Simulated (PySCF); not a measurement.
Species, as SMILES: C=C=O.
Geometry (B3LYP-D3(BJ)/def2-TZVP, fixed):
```xyz
5

C      0.0091     0.0017    -1.2056
C     -0.0008    -0.0001     0.1027
H      0.0282     0.9401    -1.7377
H     -0.0018    -0.9351    -1.7406
O     -0.0096    -0.0018     1.2620
```

Basis-set convergence of the lowest singlet excitation energy at PBE with PySCF. Tamm-Dancoff approximation; the state is taken by its order, and sets in which it differs in degeneracy or brightness are left out, yet its character can still change. All functions are spherical. Density fitting with generated auxiliary sets. No added dispersion term, no relativity. Reference: the value in d-aug-cc-pVTZ, 3.884 eV, itself unsure by roughly 0.002 eV (its mean distance from aug-pcseg-2, aug-cc-pVTZ). Deviations are taken from unrounded values. Cost is core time over that of pcseg-1, rough, on shared machines of one kind.

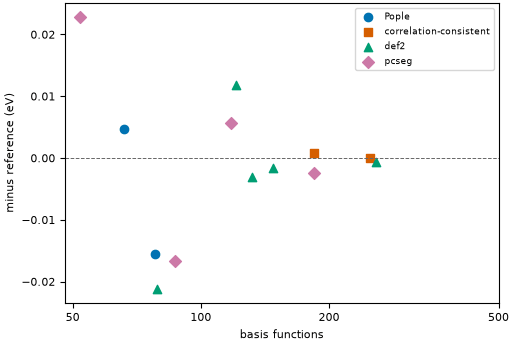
Figure. Deviation from the reference against the number of basis functions, by family of sets.

| basis | functions | lowest singlet excitation energy (eV) | minus reference (eV) | cost |
|---|---|---|---|---|
| pcseg-1 | 52 | 3.907 | 0.023 | 1× |
| 6-311G** | 66 | 3.889 | 0.005 | 1× |
| 6-311+G** | 78 | 3.869 | -0.015 | 2× |
| def2-SVPD | 79 | 3.863 | -0.021 | 2× |
| aug-pcseg-1 | 87 | 3.867 | -0.017 | 3× |
| pcseg-2 | 118 | 3.890 | 0.006 | 3× |
| def2-TZVPP | 121 | 3.896 | 0.012 | 5× |
| def2-TZVPD | 132 | 3.881 | -0.003 | 4× |
| def2-TZVPPD | 148 | 3.882 | -0.002 | 4× |
| aug-cc-pVTZ | 184 | 3.885 | 0.001 | 7× |
| aug-pcseg-2 | 184 | 3.882 | -0.002 | 5× |
| d-aug-cc-pVTZ | 250 | 3.884 | 0.000 | 10× |
| def2-QZVPPD | 258 | 3.884 | -0.001 | 10× |
